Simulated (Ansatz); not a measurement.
**How Pd(110) screens a field**

Where does the screening charge of Pd(110) sit?

Main program and level: Ansatz 0.2.0; plane-wave DFT, LDA, Ansatz PAW (set soft_1); PAW set soft_1, in the first sound run; inputs show where later runs differ.

### 1. The structure

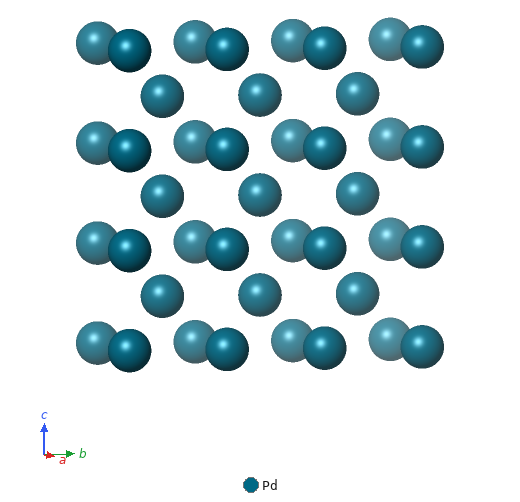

Start, viewed from the side, with the c axis up; palladium blue. 1×3×1 cells are drawn. Some periodic images of atoms are drawn too.

The cell holds 7 atoms: 7 Pd. Cell: a = 3.890 Å, b = 2.751 Å, c = 26.252 Å, α = 90.0°, β = 90.0°, γ = 90.0°. Vacuum lies along c.

### 2. Single point, field 0

A sawtooth potential applies the field, turning back in the middle of the vacuum. With the dipole correction the typed value is the field outside the slab. The induced dipole is small, so the SCF threshold is tight.

input.yaml reads:

```yaml
crystal:
  lattice:
    - [3.89, 0.0, 0.0]
    - [0.0, 2.7506453788, 0.0]
    - [0.0, 0.0, 26.2519361364]
  atoms:
    - { symbol: Pd, position: [0.0, 0.0, 0.3428318564] }
    - { symbol: Pd, position: [0.5, 0.5, 0.3952212376] }
    - { symbol: Pd, position: [0.0, 0.0, 0.4476106188] }
    - { symbol: Pd, position: [0.5, 0.5, 0.5] }
    - { symbol: Pd, position: [0.0, 0.0, 0.5523893812] }
    - { symbol: Pd, position: [0.5, 0.5, 0.6047787624] }
    - { symbol: Pd, position: [0.0, 0.0, 0.6571681436] }
kpoints:
  mp_grid: { grid: [14, 18, 1] }
hamiltonian:
  xc: lda
  pseudopotentials: { kind: paw, azcp: { folder: soft_1 }, xc_functional: pbe }
scf:
  occupations: { method: fermi_dirac, width: 0.1 }
  convergence: { dr2_threshold: 1.0e-10 }
efield:
  axis: 3
  dipole_correction: true
  ramp_position: 0.97
  ramp_width: 0.06
  amplitude: 0
output:
  forces: true
  write_potential: true
  write_density: true
  volumetric_format: npy
```

Run with:

```console
$ ansatz run input.yaml --threads 4 --pin off --max-ram 6144MiB --backend cpu --events-out ev --progress --plain --runs-dir out
```

Numbers of over 12 decimals in the logs are rounded to 6 here.

The log of the run:

```text
Engine: ansatz 0.2.0, aarch64-unknown-linux-gnu
Pseudopotentials: kind: paw
Pseudopotential: Pd, paw, valence charge 18, recommended cutoff 420 eV (normal), soft_1/Pd.paw.azcp
Functional definition: SPW92
  exchange = slater_x
  correlation = pw_c
Crystal: 7 atoms, lattice volume = 280.896 Å³
Basis set: ecut = 420 eV, 5495 PW (Γ)
Bands: 76, of which v1, the nominal top of the filled ones, is band 63 counted from 1 (62 counted from 0)
Symmetry: 4 space group operations
k-points: 80 of 252
Non-local potential: Pd, projectors of the file, l = 0: 2, l = 1: 2, l = 2: 2, l = 3: 1
PAW form: soft (Blöchl's): semilocal exchange-correlation on the pseudo side does not see the compensation charge
PAW frozen core: Pd, regenerated for the run's functional, and the local potential with it (the file was generated under x = pbe(κ = 0.804, μ = 0.219515), c = pbe(β = 0.066725))
PAW one-centre angular grid: Pd, 590 points (default); XC on 64 Gauss nodes
Initial density: superposition of atomic densities (neutral atoms: chi_scale 0, normalization atom)
Initial wavefunctions: pseudopotential atomic-orbital guess
Functional: x = slater, c = lda
SCF iter   1: F=—  HF=-47918.538179 eV  |F-HF|=—  |Δ(HF+E_count)|=         —  Δρ=1.11e-1  dr2=4.70e1  ethr=3.10e-3  p=0.000 e·Å  D=2.53e-14 V/Å  ΔV_dip=-0.00 eV  dr2_dipole=1.66e-9  V_vac-E_F(+/−)=2.79/2.79 eV  ⟨swp⟩=6.9  Hψ=23795  notcnv=0  defer=52
efield: sawtooth ramp at fractional position 0.9700 (set: `efield.ramp_position`, or a place that a band, a saddle search or an elastic batch's reference lends), width 0.0600; the density the first Hamiltonian is built on has a dipole p = 0.000 e·Å; the dipole correction subtracts the counter field D = 2.53e-14 V/Å, which shifts the + side's vacuum level by -0.00 eV against the − side's; the planar-averaged density in the ramp window peaks in size at 4.5e-7 e/Å³
preconditioner: auto → LDOS  [metal: Δε(μ)=0.001 eV  Ē_g=6.253 eV  σ=0.100 eV  W_gap=0.00  n_scr=58 (ndim 8)  ℏωp=18.5 eV  f_vac=0.588  D(μ)=13.91/eV (n_scr^D=136)  β→1.0]
SCF iter   2: F=—  HF=-47922.239796 eV  |F-HF|=—  |Δ(HF+E_count)|=    3.70e0  Δρ=1.33e-1  dr2=4.55e1  ethr=3.10e-3  p=0.000 e·Å  D=3.52e-5 V/Å  ΔV_dip=-0.00 eV  dr2_dipole=1.63e-7  V_vac-E_F(+/−)=4.19/4.19 eV  ⟨swp⟩=4.0  Hψ=16931  notcnv=0  defer=181
SCF iter   3: F=—  HF=-47909.672644 eV  |F-HF|=—  |Δ(HF+E_count)|=    1.26e1  Δρ=2.15e-2  dr2=1.91e0  ethr=3.10e-3  p=0.000 e·Å  D=1.47e-5 V/Å  ΔV_dip=-0.00 eV  dr2_dipole=3.82e-8  V_vac-E_F(+/−)=4.74/4.74 eV  ⟨swp⟩=3.1  Hψ=15959  notcnv=0  defer=313
SCF iter   4: F=—  HF=-47909.475737 eV  |F-HF|=—  |Δ(HF+E_count)|=   1.97e-1  Δρ=4.13e-3  dr2=4.86e-1  ethr=1.51e-3  p=0.000 e·Å  D=3.06e-6 V/Å  ΔV_dip=-0.00 eV  dr2_dipole=9.88e-12  V_vac-E_F(+/−)=4.88/4.88 eV  ⟨swp⟩=2.3  Hψ=10001  notcnv=0  defer=279
SCF iter   5: F=—  HF=-47909.442319 eV  |F-HF|=—  |Δ(HF+E_count)|=   3.34e-2  Δρ=2.41e-3  dr2=3.00e-2  ethr=3.86e-4  p=0.000 e·Å  D=1.06e-6 V/Å  ΔV_dip=-0.00 eV  dr2_dipole=7.31e-10  V_vac-E_F(+/−)=5.18/5.18 eV  ⟨swp⟩=2.4  Hψ=8759  notcnv=0  defer=278
SCF iter   6: F=—  HF=-47909.440733 eV  |F-HF|=—  |Δ(HF+E_count)|=   1.59e-3  Δρ=9.78e-4  dr2=4.88e-3  ethr=2.38e-5  p=-0.000 e·Å  D=-5.07e-8 V/Å  ΔV_dip=0.00 eV  dr2_dipole=4.44e-10  V_vac-E_F(+/−)=5.24/5.24 eV  ⟨swp⟩=2.0  Hψ=8539  notcnv=0  defer=278
SCF iter   7: F=—  HF=-47909.440518 eV  |F-HF|=—  |Δ(HF+E_count)|=   2.15e-4  Δρ=5.68e-4  dr2=1.75e-3  ethr=3.88e-6  p=-0.000 e·Å  D=-1.61e-7 V/Å  ΔV_dip=0.00 eV  dr2_dipole=5.30e-11  V_vac-E_F(+/−)=5.25/5.25 eV  ⟨swp⟩=1.8  Hψ=7013  notcnv=0  defer=277
SCF iter   8: F=—  HF=-47909.440429 eV  |F-HF|=—  |Δ(HF+E_count)|=   8.83e-5  Δρ=2.05e-4  dr2=1.88e-4  ethr=1.39e-6  p=-0.000 e·Å  D=-8.82e-8 V/Å  ΔV_dip=0.00 eV  dr2_dipole=7.51e-13  V_vac-E_F(+/−)=5.24/5.24 eV  ⟨swp⟩=1.7  Hψ=6499  notcnv=0  defer=277
SCF iter   9: F=—  HF=-47909.440429 eV  |F-HF|=—  |Δ(HF+E_count)|=   7.59e-7  Δρ=5.19e-5  dr2=2.87e-5  ethr=1.49e-7  p=-0.000 e·Å  D=-2.37e-8 V/Å  ΔV_dip=0.00 eV  dr2_dipole=1.84e-12  V_vac-E_F(+/−)=5.23/5.23 eV  ⟨swp⟩=2.1  Hψ=8541  notcnv=0  defer=275
SCF iter  10: F=—  HF=-47909.440429 eV  |F-HF|=—  |Δ(HF+E_count)|=   3.02e-7  Δρ=3.25e-5  dr2=3.59e-6  ethr=2.28e-8  p=0.000 e·Å  D=1.04e-9 V/Å  ΔV_dip=-0.00 eV  dr2_dipole=5.42e-13  V_vac-E_F(+/−)=5.24/5.24 eV  ⟨swp⟩=2.3  Hψ=9050  notcnv=0  defer=275
SCF iter  11: F=—  HF=-47909.440473 eV  |F-HF|=—  |Δ(HF+E_count)|=   4.43e-5  Δρ=9.84e-6  dr2=7.89e-7  ethr=2.85e-9  p=0.000 e·Å  D=5.40e-9 V/Å  ΔV_dip=-0.00 eV  dr2_dipole=1.94e-13  V_vac-E_F(+/−)=5.24/5.24 eV  ⟨swp⟩=2.9  Hψ=10120  notcnv=0  defer=275
SCF iter  12: F=—  HF=-47909.440474 eV  |F-HF|=—  |Δ(HF+E_count)|=   1.80e-7  Δρ=2.74e-6  dr2=3.70e-8  ethr=6.26e-10  p=0.000 e·Å  D=8.23e-10 V/Å  ΔV_dip=-0.00 eV  dr2_dipole=2.10e-15  V_vac-E_F(+/−)=5.24/5.24 eV  ⟨swp⟩=1.6  Hψ=6880  notcnv=0  defer=275
SCF iter  13: F=—  HF=-47909.440474 eV  |F-HF|=—  |Δ(HF+E_count)|=   2.66e-9  Δρ=1.35e-6  dr2=1.05e-8  ethr=2.94e-11  p=0.000 e·Å  D=1.10e-9 V/Å  ΔV_dip=-0.00 eV  dr2_dipole=1.50e-15  V_vac-E_F(+/−)=5.24/5.24 eV  ⟨swp⟩=2.1  Hψ=8688  notcnv=0  defer=275
SCF iter  14: F=—  HF=-47909.440474 eV  |F-HF|=—  |Δ(HF+E_count)|=   4.45e-9  Δρ=7.46e-7  dr2=3.11e-9  ethr=8.33e-12  p=0.000 e·Å  D=1.40e-10 V/Å  ΔV_dip=-0.00 eV  dr2_dipole=1.62e-15  V_vac-E_F(+/−)=5.24/5.24 eV  ⟨swp⟩=1.6  Hψ=6932  notcnv=0  defer=275
SCF iter  15: F=—  HF=-47909.440474 eV  |F-HF|=—  |Δ(HF+E_count)|=  3.93e-10  Δρ=3.40e-7  dr2=5.60e-10  ethr=2.46e-12  p=0.000 e·Å  D=1.27e-10 V/Å  ΔV_dip=-0.00 eV  dr2_dipole=2.58e-19  V_vac-E_F(+/−)=5.24/5.24 eV  ⟨swp⟩=2.0  Hψ=7784  notcnv=0  defer=275
SCF iter  16: F=—  HF=-47909.440474 eV  |F-HF|=—  |Δ(HF+E_count)|=  1.16e-10  Δρ=1.62e-7  dr2=1.34e-10  ethr=1.00e-12  p=-0.000 e·Å  D=-4.35e-10 V/Å  ΔV_dip=0.00 eV  dr2_dipole=5.22e-16  V_vac-E_F(+/−)=5.24/5.24 eV  ⟨swp⟩=1.8  Hψ=6465  notcnv=0  defer=275
SCF iter  17: F=-47909.440474 eV  HF=-47909.440474 eV  |F-HF|=2.91e-11  |Δ(HF+E_count)|=    0.00e0  Δρ=5.54e-8  dr2=3.05e-11  ethr=1.00e-12  p=0.000 e·Å  D=1.75e-10 V/Å  ΔV_dip=-0.00 eV  dr2_dipole=3.84e-17  V_vac-E_F(+/−)=5.24/5.24 eV  ⟨swp⟩=19.0  Hψ=38302  notcnv=0
SCF 1 converged in 17 iterations: F = -47909.440474 eV  dr2 = 3.05e-11
  greatest PAW one-centre occupation: 0.999 electrons in one spin orbital (limit 2), on the Pd atom at site 0 (counted from 0), in its partial waves of l = 0
WARN: The output density's exchange-correlation potential varies sharply where the density is thin. Do not read a vacuum level from v_tot or v_xc, or from such a field of the output density. On a cell that repeats whose density bears no net charge and no dipole along the vacuum's axis use v_es (v_loc + v_h of the components); under efield.dipole_correction with no amplitude use v_es + v_field, which holds any externa [...]
SCF converged after 17 iterations
Free energy (F): -47909.440474 eV
Harris-Foulkes:  -47909.440474 eV  (|F-HF|=2.91e-11)
Internal energy: -47908.957916 eV  (E = F + TS)
E sigma→0 (E₀):  -47909.199195 eV
Entropy (-TS):   -0.482557 eV (-68.937 meV/atom)
Fermi energy:    3.770665 eV
Dipole field:    D = 0.000000 V/Å  (p = 0.000000 e·Å, saw-weighted, corrected)
Work function:   Φ+ = 5.2364 eV   Φ− = 5.2364 eV
Levels:          The Fermi level and band energies are counted from a zero that moves with the ramp; work functions are not
--- Per-component energies (eV) ---
  E_band       = -2946.179779
  E_kinetic    = 3134.732575
  E_local      = -249830.067118  (includes V_loc(G=0)·N_el)
  E_nonlocal   = 2636.158064
  E_hartree    = 122666.689363
  E_xc         = -959.005710
  E_vxc        = -1217.711930  (∫ρ·V_xc dr)
  E_paw        = -25781.851554  (= ΣΔE_a)
  E_vpaw       = -3002.672155  (= ΣTr[D̂ρ^β])
  E_aug_tail   = 0.001421  (compensation charges beyond the density's cutoff)
  E_efield     = 0.000000  (sawtooth field / dipole correction)
  E_vefield    = 0.000000  (∫n·V_field dr)
  E_ewald      = 100219.619903
  E_core_change = 4.765139  (= ΣΔE_core)
  E_smearing   = -0.482557  (= −TS)
  E_closure    = -0.000000  (closes the sum)
  Σ components = -47909.440474   (vs F -47909.440474, Δ=0.00e0)
--- Forces (eV/Å), atoms counted from 1 ---
  atom   1  Pd     0.00000000     0.00000000     0.94804196
  atom   2  Pd     0.00000000     0.00000000    -0.37519448
  atom   3  Pd     0.00000000     0.00000000    -0.07280727
  atom   4  Pd     0.00000000     0.00000000     0.00000003
  atom   5  Pd     0.00000000     0.00000000     0.07280729
  atom   6  Pd     0.00000000     0.00000000     0.37519446
  atom   7  Pd     0.00000000     0.00000000    -0.94804197
  max |Σ_I F_I| component: 3.27e-9 eV/Å
--- Band table (eV; the first three rows and the last of 80) ---
  k-point 0: bands = [... 59 lower, 3.3497, 3.3662, 3.3891, 3.6477, 3.6564, 3.8215, 4.0112, 4.3983, ... 9 higher]
  k-point 1: bands = [... 59 lower, 3.2493, 3.4458, 3.4674, 3.5210, 3.6020, 3.8996, 3.9187, 4.4445, ... 9 higher]
  k-point 2: bands = [... 59 lower, 3.1092, 3.4135, 3.4607, 3.4753, 3.5506, 3.7748, 4.0032, 4.5755, ... 9 higher]
  k-point 79: bands = [... 59 lower, 3.7573, 3.8277, 3.9160, 3.9374, 5.6186, 5.7559, 7.5608, 7.8369, ... 9 higher]
```

Run time: 2.3 min. Hardware: 4 threads of Arm Neoverse N1, shared host; peak memory 1.4 GiB.

Reading the cycles: dr2 is the Hartree energy of the density residual (eV), the measure of convergence; HF is the Harris–Foulkes estimate of the energy, which meets the free energy F at convergence.

This step gave:

| Property | Result |
| --- | --- |
| energy at zero smearing | -47909.1992 eV |
| work function, upper face | 5.236 eV |
| dipole along the normal | 1.12e-8 e·Å |

Running mean over 1.375 Å of the planar mean; the ramp of the sawtooth is left out. Table of electron's electrostatic potential energy less the Fermi level by z:

| z (Å) | electron's electrostatic potential energy less the Fermi level (eV) |
| --- | --- |
| 4 | 5.24 |
| 5 | 5.24 |
| 6 | 5.22 |
| 7 | 5.00 |
| 8 | 1.23 |
| 9 | -7.35 |
| 10 | -8.59 |
| 11 | -8.81 |
| 12 | -8.85 |
| 13 | -8.85 |
| 14 | -8.85 |
| 15 | -8.83 |
| 16 | -8.67 |
| 17 | -8.08 |
| 18 | -1.24 |
| 19 | 4.75 |
| 20 | 5.20 |
| 21 | 5.23 |
| 22 | 5.24 |
| 23 | 5.24 |

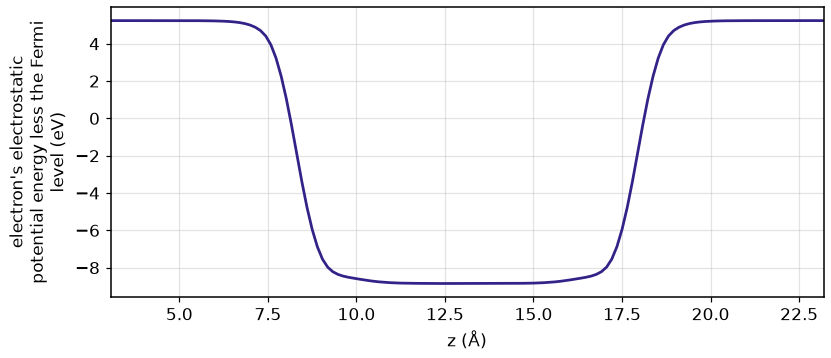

Electron's electrostatic potential energy less the Fermi level against z.

Force by atom:

```csv
atom,x (eV/Å),y (eV/Å),z (eV/Å),size
Pd1,0.000,0.000,0.948,0.948
Pd2,0.000,0.000,-0.375,0.375
Pd3,0.000,0.000,-0.073,0.073
Pd4,0.000,0.000,0.000,0.000
Pd5,0.000,0.000,0.073,0.073
Pd6,0.000,0.000,0.375,0.375
Pd7,0.000,0.000,-0.948,0.948
```

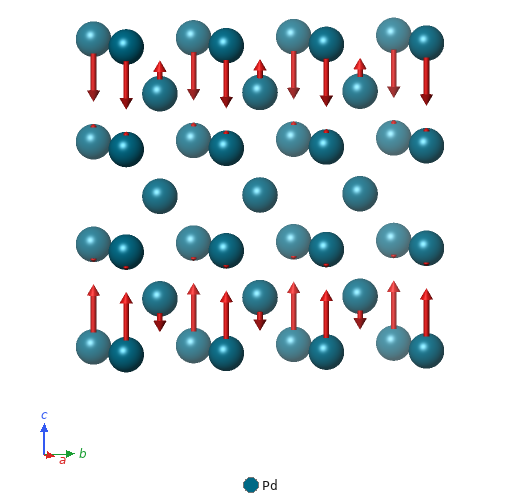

Force as arrows, the longest 0.948 eV/Å. 1×3×1 cells are drawn. Some periodic images of atoms are drawn too.

The work function of the upper face is 5.24 eV.

### 3. Atoms held, field 0.05 V/Å

input.yaml, as its differences from that of step 2:

```diff
@@ -26,3 +26,3 @@
   ramp_width: 0.06
-  amplitude: 0
+  amplitude: 0.05
 output:
```

The log of the run:

```text
[...]
Crystal: 7 atoms, lattice volume = 280.896 Å³
Basis set: ecut = 420 eV, 5495 PW (Γ)
Bands: 76, of which v1, the nominal top of the filled ones, is band 63 counted from 1 (62 counted from 0)
Symmetry: 4 space group operations
k-points: 80 of 252
[...]
k-point 0: bands = [... 59 lower, 3.3496, 3.3661, 3.3889, 3.6476, 3.6562, 3.8214, 4.0111, 4.3981, ... 9 higher]
  k-point 1: bands = [... 59 lower, 3.2492, 3.4457, 3.4672, 3.5209, 3.6019, 3.8995, 3.9185, 4.4443, ... 9 higher]
  k-point 2: bands = [... 59 lower, 3.1090, 3.4133, 3.4605, 3.4751, 3.5504, 3.7747, 4.0030, 4.5753, ... 9 higher]
  k-point 79: bands = [... 59 lower, 3.7572, 3.8275, 3.9158, 3.9373, 5.6185, 5.7557, 7.5606, 7.8367, ... 9 higher]
[key lines of the parts left out:]
SCF converged after 17 iterations
Free energy (F): -47909.441289 eV
Fermi energy:    3.770508 eV
Dipole field:    D = 0.021006 V/Å  (p = 0.032608 e·Å, saw-weighted, corrected)
```

Run time: 2.3 min. Hardware: 4 threads; peak memory 1.4 GiB.

The dipole is 0.0326 e·Å.

### 4. Single point, field -0.05 V/Å

input.yaml, as its differences from that of step 3:

```diff
@@ -26,3 +26,3 @@
   ramp_width: 0.06
-  amplitude: 0.05
+  amplitude: -0.05
 output:
```

The log of the run:

```text
[...]
Crystal: 7 atoms, lattice volume = 280.896 Å³
Basis set: ecut = 420 eV, 5495 PW (Γ)
Bands: 76, of which v1, the nominal top of the filled ones, is band 63 counted from 1 (62 counted from 0)
Symmetry: 4 space group operations
k-points: 80 of 252
[...]
k-point 0: bands = [... 59 lower, 3.3496, 3.3661, 3.3889, 3.6476, 3.6562, 3.8214, 4.0111, 4.3981, ... 9 higher]
  k-point 1: bands = [... 59 lower, 3.2492, 3.4457, 3.4672, 3.5209, 3.6019, 3.8995, 3.9185, 4.4443, ... 9 higher]
  k-point 2: bands = [... 59 lower, 3.1090, 3.4133, 3.4605, 3.4751, 3.5504, 3.7747, 4.0030, 4.5753, ... 9 higher]
  k-point 79: bands = [... 59 lower, 3.7572, 3.8275, 3.9158, 3.9373, 5.6185, 5.7557, 7.5606, 7.8367, ... 9 higher]
[key lines of the parts left out:]
SCF converged after 17 iterations
Free energy (F): -47909.441289 eV
Fermi energy:    3.770508 eV
Dipole field:    D = -0.021006 V/Å  (p = -0.032608 e·Å, saw-weighted, corrected)
```

Wall time 2.3 min (4 threads); peak memory 1.4 GiB.

The dipole is -0.0326 e·Å.

### 5. Single point, field 0.1 V/Å

input.yaml, as its differences from that of step 4:

```diff
@@ -24,5 +24,5 @@
   dipole_correction: true
-  ramp_position: 0.97
-  ramp_width: 0.06
-  amplitude: -0.05
+  ramp_position: 0.9653
+  ramp_width: 0.0693
+  amplitude: 0.1
 output:
```

The log of the run:

```text
[...]
Crystal: 7 atoms, lattice volume = 280.896 Å³
Basis set: ecut = 420 eV, 5495 PW (Γ)
Bands: 76, of which v1, the nominal top of the filled ones, is band 63 counted from 1 (62 counted from 0)
Symmetry: 4 space group operations
k-points: 80 of 252
[...]
k-point 0: bands = [... 59 lower, 3.3492, 3.3657, 3.3884, 3.6472, 3.6558, 3.8210, 4.0107, 4.3976, ... 9 higher]
  k-point 1: bands = [... 59 lower, 3.2488, 3.4453, 3.4667, 3.5205, 3.6015, 3.8991, 3.9181, 4.4437, ... 9 higher]
  k-point 2: bands = [... 59 lower, 3.1086, 3.4129, 3.4601, 3.4748, 3.5499, 3.7743, 4.0026, 4.5748, ... 9 higher]
  k-point 79: bands = [... 59 lower, 3.7568, 3.8271, 3.9154, 3.9369, 5.6181, 5.7553, 7.5603, 7.8363, ... 9 higher]
[key lines of the parts left out:]
SCF converged after 17 iterations
Free energy (F): -47909.443734 eV
Fermi energy:    3.770112 eV
Dipole field:    D = 0.042013 V/Å  (p = 0.065218 e·Å, saw-weighted, corrected)
```

Elapsed: 2.3 min, on 4 threads; peak memory 1.4 GiB; 9.3 min of CPU time.

The dipole is 0.0652 e·Å.

### 6. Atoms held, field -0.1 V/Å

input.yaml, as its differences from that of step 5:

```diff
@@ -26,3 +26,3 @@
   ramp_width: 0.0693
-  amplitude: 0.1
+  amplitude: -0.1
 output:
```

The log of the run:

```text
[...]
Crystal: 7 atoms, lattice volume = 280.896 Å³
Basis set: ecut = 420 eV, 5495 PW (Γ)
Bands: 76, of which v1, the nominal top of the filled ones, is band 63 counted from 1 (62 counted from 0)
Symmetry: 4 space group operations
k-points: 80 of 252
[...]
k-point 0: bands = [... 59 lower, 3.3490, 3.3655, 3.3883, 3.6470, 3.6557, 3.8208, 4.0105, 4.3974, ... 9 higher]
  k-point 1: bands = [... 59 lower, 3.2486, 3.4451, 3.4665, 3.5203, 3.6013, 3.8989, 3.9180, 4.4436, ... 9 higher]
  k-point 2: bands = [... 59 lower, 3.1085, 3.4128, 3.4600, 3.4746, 3.5498, 3.7741, 4.0025, 4.5746, ... 9 higher]
  k-point 79: bands = [... 59 lower, 3.7566, 3.8269, 3.9153, 3.9367, 5.6180, 5.7552, 7.5601, 7.8362, ... 9 higher]
[key lines of the parts left out:]
SCF converged after 17 iterations
Free energy (F): -47909.443734 eV
Fermi energy:    3.769960 eV
Dipole field:    D = -0.042013 V/Å  (p = -0.065218 e·Å, saw-weighted, corrected)
```

The job ended after 2.3 min (4 threads; peak memory 1.4 GiB).

The dipole is -0.0652 e·Å.

### 7. Single point, field 0.2 V/Å

input.yaml, as its differences from that of step 6:

```diff
@@ -26,3 +26,3 @@
   ramp_width: 0.0693
-  amplitude: -0.1
+  amplitude: 0.2
 output:
```

The log of the run:

```text
[...]
Crystal: 7 atoms, lattice volume = 280.896 Å³
Basis set: ecut = 420 eV, 5495 PW (Γ)
Bands: 76, of which v1, the nominal top of the filled ones, is band 63 counted from 1 (62 counted from 0)
Symmetry: 4 space group operations
k-points: 80 of 252
[...]
k-point 0: bands = [... 59 lower, 3.3474, 3.3639, 3.3862, 3.6454, 3.6540, 3.8192, 4.0089, 4.3953, ... 9 higher]
  k-point 1: bands = [... 59 lower, 3.2469, 3.4435, 3.4646, 3.5187, 3.5997, 3.8973, 3.9163, 4.4414, ... 9 higher]
  k-point 2: bands = [... 59 lower, 3.1068, 3.4111, 3.4583, 3.4729, 3.5478, 3.7725, 4.0008, 4.5724, ... 9 higher]
  k-point 79: bands = [... 59 lower, 3.7550, 3.8253, 3.9136, 3.9351, 5.6164, 5.7536, 7.5585, 7.8346, ... 9 higher]
[key lines of the parts left out:]
SCF converged after 17 iterations
Free energy (F): -47909.453518 eV
Fermi energy:    3.768296 eV
Dipole field:    D = 0.084037 V/Å  (p = 0.130454 e·Å, saw-weighted, corrected)
```

The job ended after 2.3 min (4 threads; peak memory 1.4 GiB; 9.3 min of CPU time).

The dipole is 0.130 e·Å.

(Part 1 of 2 ends here.)

[Logs are printed without paths, hosts, clocks, repeated set-up lines and the standing remarks that a program may print on its own settings, such as how far it seeks lower states.]

[Hosts, paths, dates, database ids (printed as entryN), source tags and the programs' standing remarks are cut or masked in the printed files.]

[Maps of the electrostatic potential energy from Ansatz leave out the sawtooth potential of an applied field or a dipole correction, so their vacuum need not be flat; planar profiles and work functions include it.]
